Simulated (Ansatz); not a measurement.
# C2H5NSi: two geometries relaxed

Aim: relax the geometries before and after the shift of H5 from N1 to C2, and see whether they are two minima and how far apart in energy. SMILES of the start: N=C=C[SiH3].

Method: RKS PBE/cc-pVDZ, in Ansatz 0.2.0.

### Step 1. Starting point

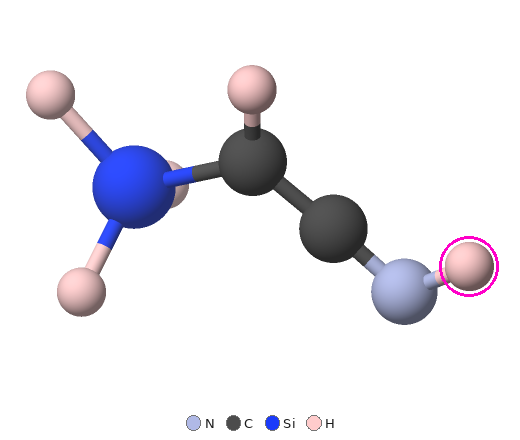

The starting structure, seen from a chosen angle (nitrogen light blue, carbon dark grey, silicon blue, hydrogen pink). Ringed: H5.

Coordinates:

```xyz
9

N     0.3234    0.5550   -2.2697
C     0.2848    0.5656   -1.1125
C     0.2744    0.5416    0.1671
Si   -0.3790   -0.8312    1.0562
H     0.7427    1.4311   -2.6650
H     0.7701    1.3450    0.7536
H    -1.8802   -0.9286    0.7788
H     0.2423   -2.1111    0.7115
H    -0.2901   -0.6138    2.5629
```

### Step 2. Relaxing end A

input.yaml reads:

```yaml
crystal:
  periodic: [false, false, false]
  atoms:
    - { symbol: "N", position_ang: [0.3234, 0.555, -2.2697] }
    - { symbol: C, position_ang: [0.2848, 0.5656, -1.1125] }
    - { symbol: C, position_ang: [0.2744, 0.5416, 0.1671] }
    - { symbol: Si, position_ang: [-0.379, -0.8312, 1.0562] }
    - { symbol: H, position_ang: [0.7427, 1.4311, -2.665] }
    - { symbol: H, position_ang: [0.7701, 1.345, 0.7536] }
    - { symbol: H, position_ang: [-1.8802, -0.9286, 0.7788] }
    - { symbol: H, position_ang: [0.2423, -2.1111, 0.7115] }
    - { symbol: H, position_ang: [-0.2901, -0.6138, 2.5629] }
basis:
  gaussian: { orbitals: cc-pVDZ }
hamiltonian:
  xc: pbe
relax:
  f_tol: 0.02
  max_steps: 50
```

Run with:

```console
$ ansatz run input.yaml --threads 2 --pin off --max-ram 3072MiB --backend cpu --events-out ev --progress --plain --runs-dir out
```

What it wrote, cut to the lines that bear on the results:

```text
Warning: RAYON_NUM_THREADS=2 ignored (pool sized by the plan → 2); use --threads N
[...]
Functional definition: PBE
[...]
1086 factors; their error is unknown
[...]
mean field -11511.46691566 eV, -423.0386063979 hartree, gradient 6.9e-5 eV, S^2 0.000000; 0 other end points of the search recorded, 0 dependent functions left out
[...]
reference -11511.46695109 eV, -423.0386076999 hartree; 19, 19 occupied and 66, 66 virtual orbitals, 1086 factors
relax step   1: F+E_penalty+E_count = -11511.46691566 eV  Δ(F+E_penalty+E_count) = +0.000e0 eV  max|allowed force component| = 7.715e0 eV/Å  Δτ_max = 0.0000 Å  (27 SCF iters, accepted)
[...]
relax step   5: F+E_penalty+E_count = -11512.91952749 eV  Δ(F+E_penalty+E_count) = -1.423e-1 eV  max|allowed force component| = 8.978e-1 eV/Å  Δτ_max = 0.2000 Å  (28 SCF iters, accepted)
[...]
relax step   9: F+E_penalty+E_count = -11513.00932245 eV  Δ(F+E_penalty+E_count) = -9.731e-3 eV  max|allowed force component| = 9.243e-2 eV/Å  Δτ_max = 0.1299 Å  (29 SCF iters, accepted)
[...]
relax step  13: F+E_penalty+E_count = -11513.01872007 eV  Δ(F+E_penalty+E_count) = -1.978e-3 eV  max|allowed force component| = 2.613e-1 eV/Å  Δτ_max = 0.0266 Å  (32 SCF iters, accepted)
[...]
relax step  16: F+E_penalty+E_count = -11513.02320237 eV  Δ(F+E_penalty+E_count) = -9.792e-4 eV  max|allowed force component| = 1.162e-2 eV/Å  Δτ_max = 0.0377 Å  (31 SCF iters, accepted)
[...]
relax step  17: F+E_penalty+E_count = -11513.02345209 eV  Δ(F+E_penalty+E_count) = -2.497e-4 eV  max|allowed force component| = 1.482e-2 eV/Å  Δτ_max = 0.0297 Å  (29 SCF iters, accepted)
1086 factors; their error is unknown
mean field -11513.02345209 eV, -423.0958080566 hartree, gradient 2.7e-5 eV, S^2 0.000000; 1 other end points of the search recorded, 0 dependent functions left out
[...]
reference -11513.02348855 eV, -423.0958093965 hartree; 19, 19 occupied and 66, 66 virtual orbitals, 1086 factors
Total energy: -11513.02348855 eV, -423.0958093965 hartree
Atom 0 at     0.354723     0.857932    -2.300782 Å, force    -0.008696    -0.004185    -0.000059 eV/Å
Atom 1 at     0.489702     0.676601    -1.084458 Å, force    -0.003182     0.014815    -0.013358 eV/Å
Atom 2 at     0.694759     0.340147     0.182668 Å, force     0.009419     0.003025     0.001468 eV/Å
Atom 3 at    -0.451413    -0.846837     1.077707 Å, force    -0.002279    -0.011615     0.009579 eV/Å
Atom 4 at    -0.243592     1.658339    -2.570167 Å, force     0.010906    -0.003844     0.008308 eV/Å
Atom 5 at     1.556504     0.792623     0.701198 Å, force    -0.010680    -0.006150    -0.000951 eV/Å
Atom 6 at    -1.557853    -1.253821     0.137413 Å, force     0.009151     0.002158     0.008997 eV/Å
Atom 7 at     0.295804    -2.078608     1.536642 Å, force    -0.007795     0.010574    -0.002637 eV/Å
Atom 8 at    -1.050233    -0.192776     2.302678 Å, force     0.003157    -0.004777    -0.011346 eV/Å
Dipole moment:    -0.083422     0.284393     0.034113 e Å
```

It took 8.9 s on 2 threads of AMD EPYC 9R45 (Zen 5), shared host; peak memory 0.14 GiB.

The steps of the relaxation:

| step | energy from step 1 (eV) | largest force component (eV/Å) |
| --- | --- | --- |
| 1 | 0.0000 | 7.7145 |
| 2 | -0.7454 | 1.2906 |
| 3 | -1.1479 | 1.5485 |
| 4 | -1.3104 | 2.0126 |
| 5 | -1.4526 | 0.8978 |
| 6 | -1.4629 | 0.7140 |
| 7 | -1.5250 | 0.2831 |
| 8 | -1.5327 | 0.1488 |
| 9 | -1.5424 | 0.0924 |
| 10x | -1.5367 | 0.6955 |
| 11 | -1.5441 | 0.1567 |
| 12 | -1.5498 | 0.2232 |
| 13 | -1.5518 | 0.2613 |
| 14 | -1.5524 | 0.2006 |
| 15 | -1.5553 | 0.0505 |
| 16 | -1.5563 | 0.0116 |
| 17 | -1.5565 | 0.0148 |

Step 1 is the start. 1 step was tried and not accepted (marked x).

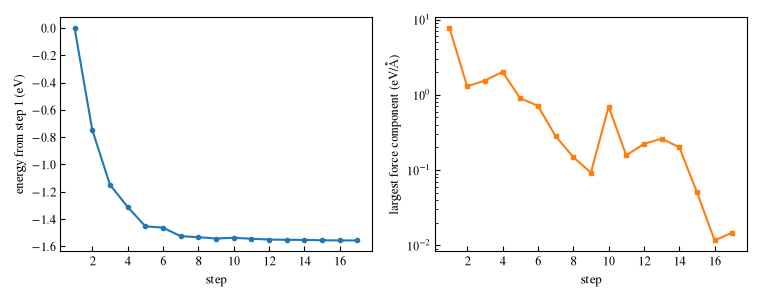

How energy and force went from step to step.

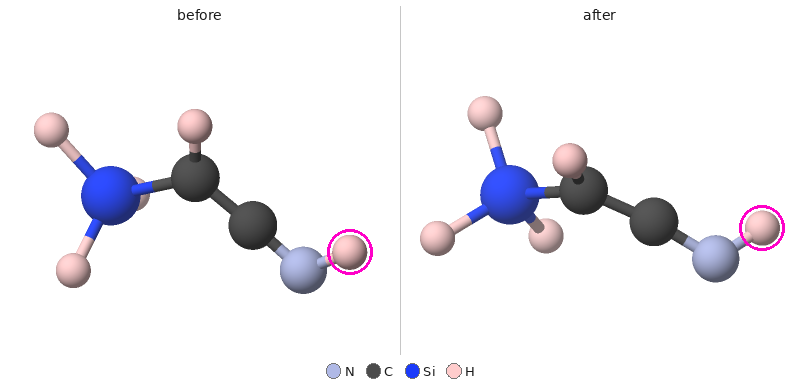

The structure before (left) and after (right), drawn at the same scale.

After: Bond lengths: N1–C2 1.237 Å, C2–C3 1.327 Å, C3–Si4 1.877 Å, N1–H5 1.035 Å, C3–H6 1.103 Å, Si4–H7 1.508 Å, Si4–H8 1.512 Å, Si4–H9 1.512 Å. Angles: N1–C2–C3 173.1°, C2–N1–H5 115.6°, C2–C3–Si4 121.4°, C2–C3–H6 117.8°, Si4–C3–H6 120.8°, C3–Si4–H7 108.7°, C3–Si4–H8 111.0°, C3–Si4–H9 110.8°, H7–Si4–H8 109.4°, H7–Si4–H9 109.3°, H8–Si4–H9 107.6°.

### Step 3. End point B

The second end starts from a geometry with the move made by hand.

Edit input.yaml of step 2 so:

```diff
@@ -7,3 +7,3 @@
     - { symbol: Si, position_ang: [-0.379, -0.8312, 1.0562] }
-    - { symbol: H, position_ang: [0.7427, 1.4311, -2.665] }
+    - { symbol: H, position_ang: [-0.21053, 1.45331, -1.50585] }
     - { symbol: H, position_ang: [0.7701, 1.345, 0.7536] }
```

Run with:

```console
$ ansatz run input.yaml --threads 2 --pin off --max-ram 3072MiB --backend cpu --events-out ev --progress --plain --runs-dir out
```

What it wrote, cut to the lines that bear on the results:

```text
Warning: RAYON_NUM_THREADS=2 ignored (pool sized by the plan → 2); use --threads N
[...]
[... 1 set-up line as earlier in the session ...]
[...]
1086 factors; their error is unknown
[...]
mean field -11509.50661534 eV, -422.9665666901 hartree, gradient 2.3e-5 eV, S^2 0.000000; 0 other end points of the search recorded, 0 dependent functions left out
[...]
reference -11509.50664913 eV, -422.9665679316 hartree; 19, 19 occupied and 66, 66 virtual orbitals, 1086 factors
relax step   1: F+E_penalty+E_count = -11509.50661534 eV  Δ(F+E_penalty+E_count) = +0.000e0 eV  max|allowed force component| = 9.072e0 eV/Å  Δτ_max = 0.0000 Å  (28 SCF iters, accepted)
[...]
relax step   4: F+E_penalty+E_count = -11511.66165899 eV  Δ(F+E_penalty+E_count) = -6.226e-1 eV  max|allowed force component| = 3.879e0 eV/Å  Δτ_max = 0.1948 Å  (37 SCF iters, accepted)
[...]
relax step   7: F+E_penalty+E_count = -11512.91367613 eV  Δ(F+E_penalty+E_count) = -1.850e-1 eV  max|allowed force component| = 8.527e-1 eV/Å  Δτ_max = 0.1988 Å  (37 SCF iters, accepted)
[...]
relax step  10: F+E_penalty+E_count = -11512.98645392 eV  Δ(F+E_penalty+E_count) = -7.101e-3 eV  max|allowed force component| = 4.954e-1 eV/Å  Δτ_max = 0.0868 Å  (30 SCF iters, accepted)
[...]
relax step  13: F+E_penalty+E_count = -11512.99582680 eV  Δ(F+E_penalty+E_count) = +1.007e-2 eV  max|allowed force component| = 2.285e-1 eV/Å  Δτ_max = 0.1000 Å  (29 SCF iters, rejected (line search))
[...]
relax step  14: F+E_penalty+E_count = -11513.01067532 eV  Δ(F+E_penalty+E_count) = -4.783e-3 eV  max|allowed force component| = 1.246e-1 eV/Å  Δτ_max = 0.0480 Å  (30 SCF iters, accepted)
[...]
relax step  15: F+E_penalty+E_count = -11513.01233867 eV  Δ(F+E_penalty+E_count) = -1.663e-3 eV  max|allowed force component| = 1.295e-1 eV/Å  Δτ_max = 0.0294 Å  (31 SCF iters, accepted)
[...]
1086 factors; their error is unknown
[...]
```

### Step 4. The output, continued: end point B relaxed

Output, continued, cut to the lines that bear on the results:

```text
mean field -11513.01502741 eV, -423.0954984555 hartree, gradient 9.2e-6 eV, S^2 0.000000; 0 other end points of the search recorded, 0 dependent functions left out
[...]
reference -11513.01506374 eV, -423.0954997906 hartree; 19, 19 occupied and 66, 66 virtual orbitals, 1086 factors
relax step  16: F+E_penalty+E_count = -11513.01502741 eV  Δ(F+E_penalty+E_count) = -2.689e-3 eV  max|allowed force component| = 1.197e-1 eV/Å  Δτ_max = 0.0731 Å  (31 SCF iters, accepted)
[...]
relax step  18: F+E_penalty+E_count = -11513.01907420 eV  Δ(F+E_penalty+E_count) = -1.896e-3 eV  max|allowed force component| = 1.288e-1 eV/Å  Δτ_max = 0.0453 Å  (31 SCF iters, accepted)
[...]
relax step  20: F+E_penalty+E_count = -11513.01975361 eV  Δ(F+E_penalty+E_count) = +4.253e-5 eV  max|allowed force component| = 2.027e-1 eV/Å  Δτ_max = 0.0684 Å  (30 SCF iters, rejected (line search))
[...]
Total energy: -11513.02352062 eV, -423.0958105753 hartree
Atom 0 at    -0.065286     1.018730    -2.133313 Å, force    -0.005728    -0.016162    -0.008578 eV/Å
Atom 1 at     0.233371     0.751361    -0.963132 Å, force     0.018368     0.015892     0.006675 eV/Å
Atom 2 at     0.610789     0.327443     0.236488 Å, force    -0.009404    -0.004240    -0.013354 eV/Å
Atom 3 at    -0.411087    -0.917203     1.200477 Å, force    -0.002922    -0.003936     0.012236 eV/Å
Atom 4 at    -0.684180     1.837779    -2.260866 Å, force    -0.003252     0.009140     0.002001 eV/Å
Atom 5 at     1.541429     0.741961     0.657609 Å, force     0.000901    -0.000205     0.005778 eV/Å
Atom 6 at    -1.633118    -1.270723     0.392181 Å, force     0.001079    -0.001935    -0.001308 eV/Å
Atom 7 at     0.385525    -2.170161     1.481750 Å, force     0.000860    -0.000147    -0.002300 eV/Å
Atom 8 at    -0.842272    -0.343376     2.530856 Å, force     0.000097     0.001592    -0.001149 eV/Å
Dipole moment:    -0.073862     0.281931     0.063658 e Å
```

Run time: 13 s. Hardware: 2 threads of AMD EPYC 9R45 (Zen 5), shared host; peak memory 0.14 GiB.

Relaxation path:

| step | energy from step 1 (eV) | largest force component (eV/Å) |
| --- | --- | --- |
| 1 | 0.0000 | 9.0717 |
| 2 | -1.0974 | 2.2510 |
| 3 | -1.5325 | 2.5799 |
| 4 | -2.1550 | 3.8791 |
| 5 | -2.8417 | 2.9482 |
| 6 | -3.2220 | 2.7656 |
| 7 | -3.4071 | 0.8527 |
| 8 | -3.4306 | 1.2933 |
| 9 | -3.4727 | 0.4288 |
| 10 | -3.4798 | 0.4954 |
| 11x | -3.4146 | 0.6311 |
| 12 | -3.4993 | 0.1645 |
| 13x | -3.4892 | 0.2285 |
| 14 | -3.5041 | 0.1246 |
| 15 | -3.5057 | 0.1295 |
| 16 | -3.5084 | 0.1197 |
| 17 | -3.5106 | 0.1185 |
| 18 | -3.5125 | 0.1288 |
| 19 | -3.5132 | 0.1924 |
| 20x | -3.5131 | 0.2027 |
| 21 | -3.5163 | 0.0307 |
| 22x | -3.5163 | 0.0754 |
| 23 | -3.5166 | 0.0248 |
| 24 | -3.5168 | 0.0186 |
| 25 | -3.5169 | 0.0184 |

Step 1 is the start. 4 steps were tried and not accepted (marked x).

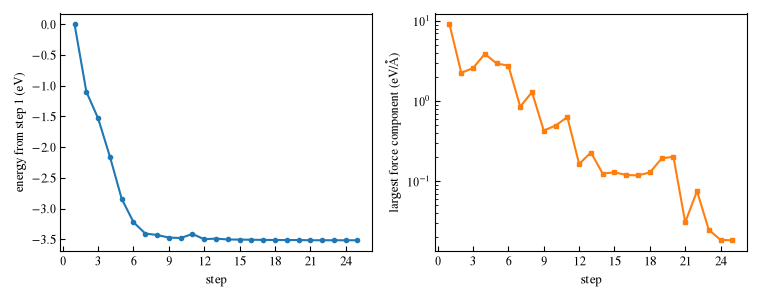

How energy and force went from step to step.

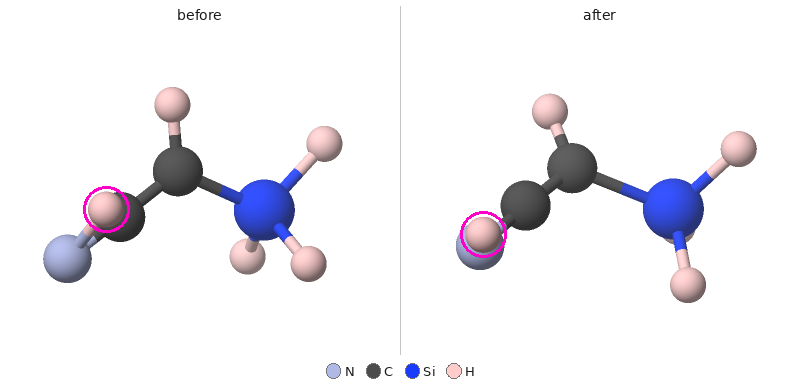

Before and after, at one scale.

After: Bond lengths: N1–C2 1.237 Å, C2–C3 1.327 Å, C3–Si4 1.877 Å, N1–H5 1.034 Å, C3–H6 1.102 Å, Si4–H7 1.507 Å, Si4–H8 1.511 Å, Si4–H9 1.512 Å. Angles: N1–C2–C3 173.1°, C2–N1–H5 115.6°, C2–C3–Si4 121.4°, C2–C3–H6 117.7°, Si4–C3–H6 120.8°, C3–Si4–H7 108.8°, C3–Si4–H8 111.0°, C3–Si4–H9 110.8°, H7–Si4–H8 109.4°, H7–Si4–H9 109.3°, H8–Si4–H9 107.5°.

Pairs that crossed the distance rule for bonds on the way: came closer N1–H5; moved apart C2–H5.

### Step 5. Summary of results

```
                           quantity                     value
                              end A  15 moves, 1.557 eV lower
                              end B  20 moves, 3.517 eV lower
largest difference between the ends                    0.01 Å
            end B relative to end A                 -0.000 eV
```

**Reading.** The two relaxations end at one structure, within 0.01 Å: no second minimum was found from this start, which doesn't rule one out.
